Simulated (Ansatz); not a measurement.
# What KSrH3 (model cell, started as cubic perovskite with Sr in the octahedra) distorts into, part 2 of 3

Which phase does KSrH3 (model cell, started as cubic perovskite with Sr in the octahedra) fall into along its unstable mode, and how much energy does it gain?

Ansatz 0.2.0; DFT PBEsol, scalar-relativistic, plane waves, PAW; PAW set soft_1.

So far, highest frequency on the path or at a solved wavevector (cm⁻¹): step 2 (phonons on a q mesh) 1303. Also lowest frequency on the path (cm⁻¹): step 2 -354.

The structure was built from a prototype and need not be the compound's stable phase.

## 5. Energy along the mode, all amplitudes (two of the runs are shown above)

An imaginary frequency means negative curvature, so the energy should fall and then rise again as anharmonic terms take over.

Numbers from this step:

| Item | Value |
| --- | --- |
| depth at the lowest point sampled | 20.92 meV/atom |
| largest atomic shift at that point | 0.6 Å |

Table of energy from the parent by largest atomic shift:

| largest atomic shift (Å) | energy from the parent (meV/atom) |
| --- | --- |
| 0.000 | 0 |
| 0.040 | -0.148 |
| 0.080 | -0.589 |
| 0.140 | -1.78 |
| 0.220 | -4.25 |
| 0.320 | -8.45 |
| 0.450 | -14.7 |
| 0.600 | -20.9 |

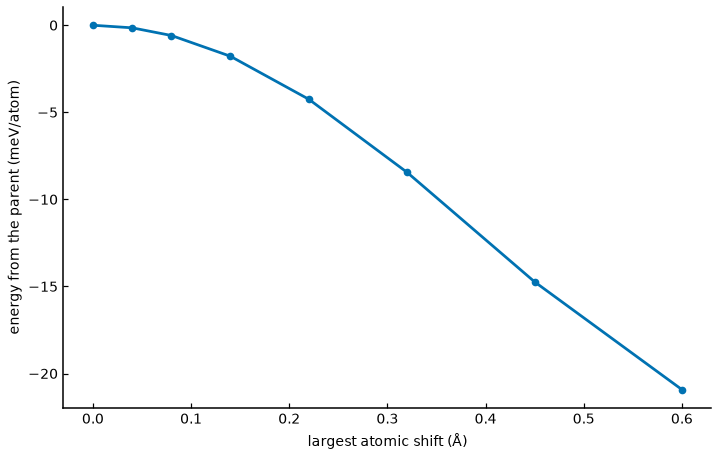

Energy from the parent against largest atomic shift.

Displacement at unit largest shift by atom:

| atom | x (Å) | y (Å) | z (Å) | size |
| --- | --- | --- | --- | --- |
| K1 | 0.000 | 0.000 | 0.000 | 0.000 |
| K2 | 0.000 | 0.000 | 0.000 | 0.000 |
| Sr3 | 0.000 | 0.000 | 0.000 | 0.000 |
| Sr4 | 0.000 | 0.000 | 0.000 | 0.000 |
| H5 | 0.707 | -0.707 | 0.000 | 1.000 |
| H6 | -0.707 | 0.707 | 0.000 | 1.000 |
| H7 | 0.000 | 0.000 | 0.707 | 0.707 |
| H8 | 0.000 | 0.000 | -0.707 | 0.707 |
| H9 | 0.000 | 0.000 | -0.707 | 0.707 |
| H10 | 0.000 | 0.000 | 0.707 | 0.707 |

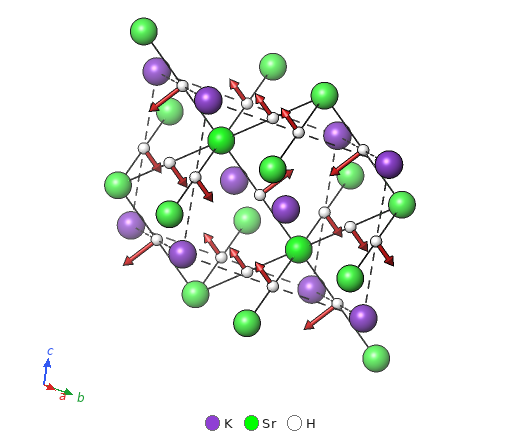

Displacement at unit largest shift as arrows, the longest 1.000 Å. Some periodic images of atoms are drawn too.

The lowest of the steps tried is the last one, at 0.6 Å, 20.9 meV/atom below the parent; the bottom of the well need not coincide with a step.

## 6. Relaxing from the distorted cell

Starting from the lowest point found, all atoms and the cell are let go, so that strain and other modes of the same symmetry can join in.

Contents of input.yaml:

```yaml
crystal:
  lattice:
    - [4.7212170871, 4.7212170871, 0.0]
    - [4.7212170871, 0.0, 4.7212170871]
    - [4.7212170871, 0.0, -4.7212170871]
  atoms:
    - { symbol: K, position: [0.0, 0.5, 0.5] }
    - { symbol: K, position: [0.0, 0.0, 0.0] }
    - { symbol: Sr, position: [0.5, 0.25, 0.75] }
    - { symbol: Sr, position: [0.5, 0.75, 0.25] }
    - { symbol: H, position: [0.4101367167, 0.5898632833, 0.5898632833] }
    - { symbol: H, position: [0.5898632833, -0.0898632833, -0.0898632833] }
    - { symbol: H, position: [0.0, 0.0449316417, 0.4550683583] }
    - { symbol: H, position: [0.0, 0.4550683583, 0.0449316417] }
    - { symbol: H, position: [0.5, 0.4550683583, 0.0449316417] }
    - { symbol: H, position: [0.5, 0.0449316417, 0.4550683583] }
kpoints:
  mp_grid: { grid: [4, 4, 4] }
hamiltonian:
  xc: pbesol
  pseudopotentials: { kind: paw, azcp: { folder: soft_1 }, xc_functional: pbe }
scf:
  occupations: { method: fixed }
output:
  forces: true
  stress: true
  eigenvalues: true
relax:
  adjacent_minimum: "off"
  f_tol: 0.002
  max_steps: 120
  cell: { stress_tol: 0.03 }
```

Command:

```sh
> ansatz run input.yaml --threads 4 --pin off --max-ram 16384MiB --backend cpu --events-out ev --progress --plain --runs-dir out
```

Numbers of over 12 decimals in the logs are rounded to 6 here.

Output:

```text
[...]
Crystal: 10 atoms, lattice volume = 210.471 Å³
Basis set: ecut = 420 eV, 4111 PW (Γ), exchange–correlation on 90×90×90 points (8 copies of the dense FFT grid, shifted against one another)
Bands: 32, of which v1, the nominal top of the filled ones, is band 22 counted from 1 (21 counted from 0)
Symmetry: 8 space group operations
[...]
k-points: 18 of 64
[...]
SCF iter   1: F=—  HF=-10115.619170 eV  |F-HF|=—  |Δ(HF+E_count)|=         —  Δρ=4.62e-2  dr2=6.05e0  ethr=3.10e-3  ⟨swp⟩=5.8  Hψ=2452  notcnv=0  defer=127
[...]
SCF iter   7: F=-10113.610815 eV  HF=-10113.610815 eV  |F-HF|=4.15e-8  |Δ(HF+E_count)|=   5.27e-7  Δρ=5.32e-6  dr2=5.98e-8  ethr=2.27e-10  ⟨swp⟩=18.8  Hψ=4918  notcnv=0
SCF 1 converged in 7 iterations: F = -10113.610815 eV  dr2 = 5.98e-8
[...]
relax step   1: F+E_penalty+E_count = -10113.61081455 eV  Δ(F+E_penalty+E_count) = +0.000e0 eV  max|allowed force component| = 7.985e-2 eV/Å  Δτ_max = 0.0000 Å  P = -0.555 GPa  Ω = 210.471 Å³  (7 SCF iters, dr2 threshold 1.00e-7 eV, accepted)
Crystal: 10 atoms, lattice volume = 205.282 Å³
Basis set: ecut = 420 eV, 3991 PW (Γ), exchange–correlation on 90×90×90 points (8 copies of the dense FFT grid, shifted against one another)
[...]
iter 1 solved again at ethr=1.14e-4 eV; its pass at ethr=3.10e-3 eV (dr2=5.01e-2 eV) is discarded
[...]
SCF iter   5: F=-10113.662792 eV  HF=-10113.662792 eV  |F-HF|=5.27e-8  |Δ(HF+E_count)|=   6.97e-6  Δρ=1.23e-5  dr2=3.40e-7  ethr=2.27e-9  ⟨swp⟩=15.2  Hψ=4435  notcnv=0
SCF 2 converged in 5 iterations: F = -10113.662792 eV  dr2 = 3.40e-7
relax step   2: F+E_penalty+E_count = -10113.66279187 eV  Δ(F+E_penalty+E_count) = -5.198e-2 eV  max|allowed force component| = 8.085e-2 eV/Å  Δτ_max = 0.0856 Å  P = -0.182 GPa  Ω = 205.282 Å³  energy of the carried Pulay correction = +1.220e-3 eV  (5 SCF iters, dr2 threshold 1.00e-6 eV, accepted)
Crystal: 10 atoms, lattice volume = 199.480 Å³
Basis set: ecut = 420 eV, 3839 PW (Γ), exchange–correlation on 90×90×90 points (8 copies of the dense FFT grid, shifted against one another)
[...]
SCF iter   6: F=-10113.664084 eV  HF=-10113.664084 eV  |F-HF|=2.80e-8  |Δ(HF+E_count)|=   2.49e-6  Δρ=8.23e-6  dr2=9.65e-8  ethr=9.29e-10  ⟨swp⟩=15.2  Hψ=4414  notcnv=0
SCF 3 converged in 6 iterations: F = -10113.664084 eV  dr2 = 9.65e-8
relax step   3: F+E_penalty+E_count = -10113.66408448 eV  Δ(F+E_penalty+E_count) = -1.293e-3 eV  max|allowed force component| = 1.211e-1 eV/Å  Δτ_max = 0.1978 Å  P = +0.225 GPa  Ω = 199.480 Å³  energy of the carried Pulay correction = +2.622e-3 eV  (6 SCF iters, dr2 threshold 4.09e-7 eV, rejected (line search))
[...]
relax step   4: F+E_penalty+E_count = -10113.68728676 eV  Δ(F+E_penalty+E_count) = -2.449e-2 eV  max|allowed force component| = 1.771e-2 eV/Å  Δτ_max = 0.0953 Å  P = +0.009 GPa  Ω = 202.450 Å³  energy of the carried Pulay correction = +1.899e-3 eV  (9 SCF iters, accepted)
[...]
relax step   5: F+E_penalty+E_count = -10113.68859813 eV  Δ(F+E_penalty+E_count) = -1.311e-3 eV  max|allowed force component| = 3.077e-3 eV/Å  Δτ_max = 0.0173 Å  P = +0.005 GPa  Ω = 202.373 Å³  energy of the carried Pulay correction = +1.918e-3 eV  (5 SCF iters, dr2 threshold 4.88e-8 eV, accepted)
[...]
relax step   6: F+E_penalty+E_count = -10113.68859724 eV  Δ(F+E_penalty+E_count) = +8.902e-7 eV  max|allowed force component| = 7.200e-4 eV/Å  Δτ_max = 0.0031 Å  P = -0.003 GPa  Ω = 202.460 Å³  energy of the carried Pulay correction = +1.897e-3 eV  (5 SCF iters, dr2 threshold 5.92e-10 eV, accepted)
[...]
SCF iter   1: F=—  HF=-10113.686919 eV  |F-HF|=—  |Δ(HF+E_count)|=         —  Δρ=5.33e-5  dr2=5.23e-7  ethr=1.11e-6  ⟨swp⟩=3.8  Hψ=3955  notcnv=0  defer=142
eigensolver tolerance schedule: the retry pair's looser diagonalisation over-reported the residual by 931.06 of it (diagonalisation noise at 0.50 of the residual, at the tolerance the schedule requests for it); recorded, not acted on — ethr = c·dr2/N_el stays at c = 1.0e-1
[...]
SCF iter   2: F=—  HF=-10113.686880 eV  |F-HF|=—  |Δ(HF+E_count)|=   3.93e-5  Δρ=2.80e-5  dr2=1.58e-7  ethr=1.19e-9  ⟨swp⟩=3.1  Hψ=1017  notcnv=0  defer=142
[...]
SCF iter   5: F=-10113.686881 eV  HF=-10113.686881 eV  |F-HF|=1.27e-11  |Δ(HF+E_count)|=  5.46e-10  Δρ=1.28e-7  dr2=2.21e-11  ethr=1.00e-12  ⟨swp⟩=19.0  Hψ=5117  notcnv=0
SCF 7 converged in 5 iterations: F = -10113.686881 eV  dr2 = 2.21e-11
relax step   7: F+E_penalty+E_count = -10113.68688122 eV  Δ(F+E_penalty+E_count) = +1.716e-3 eV  max|allowed force component| = 6.766e-4 eV/Å  Δτ_max = 0.0000 Å  P = -0.010 GPa  Ω = 202.460 Å³  stress off target by 1.25e-2 GPa  SCF on the basis re-selected at this cell (its energy is not comparable with the rows above)  (5 SCF iters)
basis re-selected at this cell: Δ(F+E_penalty+E_count) = +1.716e-3 eV, ΔP = -0.007 GPa vs the last step (what re-selecting the basis moved, of the pressure what is left beyond the Pulay correction that the steps carried, after the strain that the cell walked since its last selection, with what the two solves' SCF thresholds leave and, on support functions, any second-order correction that the steps lacked; it is no m [...]
SCF converged after 5 iterations
Free energy (F): -10113.686881 eV
[...]
Internal energy: -10113.686881 eV  (E = F + TS)
E sigma→0 (E₀):  -10113.686881 eV
Fermi energy:    2.082358 eV
[...]
--- Forces (eV/Å), atoms counted from 1 ---
  atom   1  K     -0.00067662     0.00067662     0.00000000
  atom   2  K      0.00067662    -0.00067662    -0.00000000
  atom   3  Sr    -0.00000000     0.00000000    -0.00000000
  atom   4  Sr    -0.00000000    -0.00000000     0.00000000
  atom   5  H      0.00003660    -0.00003660    -0.00000000
  atom   6  H     -0.00003660     0.00003660     0.00000000
  atom   7  H     -0.00000000     0.00000000    -0.00020171
  atom   8  H      0.00000000     0.00000000     0.00020171
  atom   9  H     -0.00000000     0.00000000     0.00020171
  atom  10  H     -0.00000000     0.00000000    -0.00020171
  max |Σ_I F_I| component: 3.18e-19 eV/Å
--- Stress (GPa, compression-positive) ---
       -0.011102       0.001370      -0.000000
        0.001370      -0.011102      -0.000000
       -0.000000      -0.000000      -0.007313
  P = ⅓ Tr σ = -0.0098 GPa (-0.098 kbar)
--- Band table (eV; the first three rows and the last of 18) ---
  k-point 0: bands = [... 18 lower, 1.2319, 1.9304, 1.9705, 2.0824, 5.4248, 5.4835, 5.4904, 7.8560, ... 6 higher]
  k-point 1: bands = [... 18 lower, 1.2561, 1.5208, 1.8519, 1.9319, 5.3875, 5.6817, 5.6956, 7.1142, ... 6 higher]
  k-point 2: bands = [... 18 lower, 1.4147, 1.4937, 1.6469, 1.7381, 5.6983, 5.8480, 6.0910, 6.3525, ... 6 higher]
  k-point 17: bands = [... 18 lower, 1.3500, 1.3500, 1.7139, 1.7139, 5.7430, 5.7430, 6.9743, 6.9743, ... 6 higher]
--- Relaxed structure (6 steps of the walk, 5 accepted, 1 SCFs on fresh bases) ---
  F+E_penalty+E_count = -10113.68688122 eV   max|allowed force component| = 6.766e-4 eV/Å   (the final SCF, on the basis selected at the relaxed cell)
  cell:  # Å, volume = 202.4600 Å³
    - [4.670085, 4.670085, 0.0]
    - [4.657204, 0.012881, 4.667260]
    - [4.657204, 0.012881, -4.667260]
  atoms:
    - { symbol: K, position: [0.022394, 0.477606, 0.477606] }
    - { symbol: K, position: [-0.022394, 0.022394, 0.022394] }
    - { symbol: Sr, position: [0.500000, 0.250000, 0.750000] }
    - { symbol: Sr, position: [0.500000, 0.750000, 0.250000] }
    - { symbol: H, position: [0.390045, 0.609955, 0.609955] }
    - { symbol: H, position: [0.609955, -0.109955, -0.109955] }
    - { symbol: H, position: [-2.168404344971009e-19, 0.064221, 0.435779] }
    - { symbol: H, position: [-2.168404344971009e-19, 0.435779, 0.064221] }
    - { symbol: H, position: [0.500000, 0.435779, 0.064221] }
    - { symbol: H, position: [0.500000, 0.064221, 0.435779] }
```

The job ended after 17 s (4 threads of Arm Neoverse V1, shared host; peak memory 0.58 GiB; 65 s of CPU time).

Step by step:

| step | energy less that of the first step (eV) | largest force component (eV/Å) | pressure (GPa) | volume (Å³) |
| --- | --- | --- | --- | --- |
| 1 | 0.0000 | 0.0799 | -0.56 | 210.47 |
| 2 | -0.0520 | 0.0809 | -0.18 | 205.28 |
| 3 | -0.0533 | 0.1211 | 0.23 | 199.48 |
| 4 | -0.0765 | 0.0177 | 0.01 | 202.45 |
| 5 | -0.0778 | 0.0031 | 0.00 | 202.37 |
| 6 | -0.0778 | 0.0007 | 0.00 | 202.46 |
| 7* | -0.0761 | 0.0007 | -0.01 | 202.46 |

Relaxation steps marked * repeat the geometry before them on a plane-wave basis chosen anew for their cell, so energy and pressure can jump there. Relaxation step 3 was tried and not accepted.

The run keeps the 8 symmetry operations that it works with, so distortions that break them were not tested.

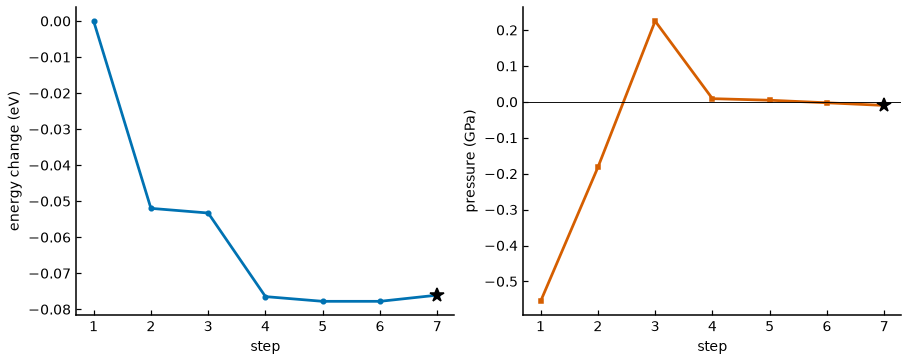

Energy and pressure along the relaxation. Stars mark steps on a basis chosen anew.

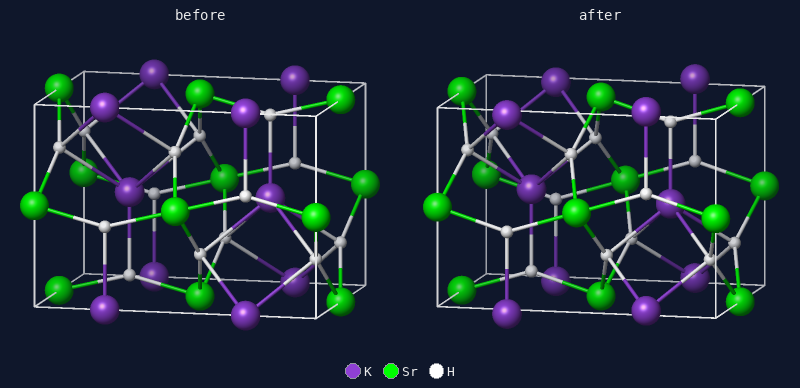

The structure before and after the relaxation, drawn at the same scale.

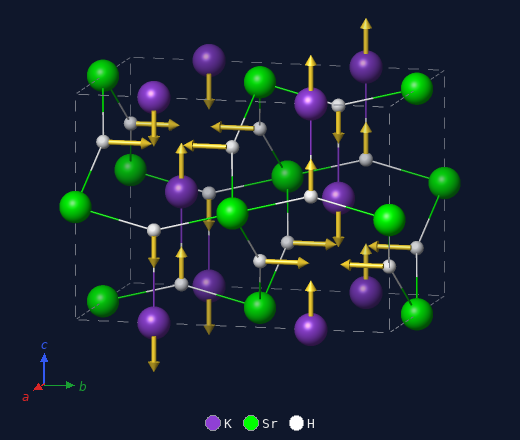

Displacements in the relaxation, exaggerated, measured against the changing cell; the longest in the cell stands for 0.18 Å. Bonds to atoms that aren't drawn are left out. Some periodic images of atoms are drawn too.

| conventional cell, symmetrised | before | after | change |
| --- | --- | --- | --- |
| a (Å) | 6.677 | 6.604 | -1.1 % |
| b (Å) | 9.442 | 9.335 | -1.1 % |
| c (Å) | 6.677 | 6.568 | -1.6 % |
| volume (Å³/atom) | 21.05 | 20.25 | -3.8 % |

The atoms that moved most (Å, as changes of fractional coordinates times the final cell):

| atom | dx | dy | dz | length |
| --- | --- | --- | --- | --- |
| H10 | 0.000 | 0.000 | 0.180 | 0.180 |
| H7 | 0.000 | 0.000 | 0.180 | 0.180 |
| H9 | 0.000 | 0.000 | -0.180 | 0.180 |
| H8 | 0.000 | 0.000 | -0.180 | 0.180 |
| K1 | -0.104 | 0.104 | 0.000 | 0.147 |
| K2 | 0.104 | -0.104 | 0.000 | 0.147 |
| H6 | -0.093 | 0.093 | 0.000 | 0.132 |
| H5 | 0.093 | -0.093 | 0.000 | 0.132 |

Final coordinates:

```cif
data_structure
_symmetry_space_group_name_H-M 'P 1'
_symmetry_Int_Tables_number 1
_cell_length_a 6.6045
_cell_length_b 6.5934
_cell_length_c 6.5934
_cell_angle_alpha 90.123
_cell_angle_beta 59.944
_cell_angle_gamma 59.944
_cell_volume 202.46
loop_
_atom_site_label
_atom_site_type_symbol
_atom_site_fract_x
_atom_site_fract_y
_atom_site_fract_z
_atom_site_occupancy
K1 K 0.02239 0.47761 0.47761 1
K2 K 0.97761 0.02239 0.02239 1
Sr3 Sr 0.50000 0.25000 0.75000 1
Sr4 Sr 0.50000 0.75000 0.25000 1
H5 H 0.39004 0.60996 0.60996 1
H6 H 0.60996 0.89004 0.89004 1
H7 H 0.00000 0.06422 0.43578 1
H8 H 0.00000 0.43578 0.06422 1
H9 H 0.50000 0.43578 0.06422 1
H10 H 0.50000 0.06422 0.43578 1
```

Numbers from this step:

| Quantity | Value |
| --- | --- |
| pressure | -0.009839 GPa |
| gap on the k-mesh | 2.430 eV |
| volume per atom | 20.25 Å³ |

The distorted start has space group Imma; the relaxation ends in Imma.

## 7. The new phase in its own primitive cell

The relaxed structure is symmetrised, reduced to its primitive cell and relaxed tightly, as its phonons need.

Contents of input.yaml:

```yaml
crystal:
  lattice:
    - [-3.3022489743, 4.6672600912, 3.2840327122]
    - [3.3022489743, -4.6672600912, 3.2840327122]
    - [3.3022489743, 4.6672600912, -3.2840327122]
  atoms:
    - { symbol: K, position: [0.2276062688, 0.9776062688, 0.25] }
    - { symbol: K, position: [0.7723937312, 0.0223937312, 0.75] }
    - { symbol: Sr, position: [0.5, 0.5, 0.0] }
    - { symbol: Sr, position: [0.0, 0.5, 0.5] }
    - { symbol: H, position: [0.3599554868, 0.6099554868, 0.75] }
    - { symbol: H, position: [0.6400445132, 0.3900445132, 0.25] }
    - { symbol: H, position: [0.185778879, 0.0, 0.685778879] }
    - { symbol: H, position: [0.814221121, 0.0, 0.314221121] }
    - { symbol: H, position: [0.814221121, 0.5, 0.814221121] }
    - { symbol: H, position: [0.185778879, 0.5, 0.185778879] }
kpoints:
  mp_grid: { grid: [6, 6, 6] }
hamiltonian:
  xc: pbesol
  pseudopotentials: { kind: paw, azcp: { folder: soft_1 }, xc_functional: pbe }
scf:
  occupations: { method: fixed }
output:
  forces: true
  stress: true
  eigenvalues: true
relax:
  adjacent_minimum: "off"
  f_tol: 0.001
  max_steps: 60
  cell: { stress_tol: 0.01 }
```

Output:

```text
[...]
Crystal: 10 atoms, lattice volume = 202.460 Å³
Basis set: ecut = 420 eV, 3879 PW (Γ), exchange–correlation on 90×90×90 points (8 copies of the dense FFT grid, shifted against one another)
Bands: 32, of which v1, the nominal top of the filled ones, is band 22 counted from 1 (21 counted from 0)
Symmetry: 8 space group operations
[...]
k-points: 46 of 216
[...]
- { symbol: Sr, position: [0.500000, 0.500000, 0] }
    - { symbol: Sr, position: [0, 0.5, 0.5] }
    - { symbol: H, position: [0.359950, 0.609950, 0.75] }
    - { symbol: H, position: [0.640050, 0.390050, 0.250000] }
    - { symbol: H, position: [0.185787, 2.7755575615628914e-17, 0.685787] }
    - { symbol: H, position: [0.814213, 0.0, 0.314213] }
    - { symbol: H, position: [0.814213, 0.5, 0.814213] }
    - { symbol: H, position: [0.185787, 0.500000, 0.185787] }
[key lines of the parts left out:]
SCF converged after 4 iterations
Free energy (F): -10113.687007 eV
Fermi energy:    2.085189 eV
P = ⅓ Tr σ = 0.0000 GPa (0.000 kbar)
```

Elapsed: 21 s, on 4 threads; peak memory 0.67 GiB.

Little changed from the start: no atom moved by 0.005 Å and no cell edge by 0.1 %.

This step gave:

```yaml
pressure: 2.65e-5 GPa
volume_per_atom: 20.24 Å³
direct_gap_on_mesh: 2.749 eV
```

The largest force component left is 0.26 meV/Å and the pressure is 0.000 GPa, within the tolerances set. The cell now holds 20.24 Å³/atom.

(Continued in part 3 of 3.)

[Logs are printed without paths, hosts, clocks, repeated set-up lines and the standing remarks that a program may print on its own settings, such as how far it seeks lower states.]

[Hosts, paths, dates, database ids (printed as entryN), source tags and the programs' standing remarks are cut or masked in the printed files.]
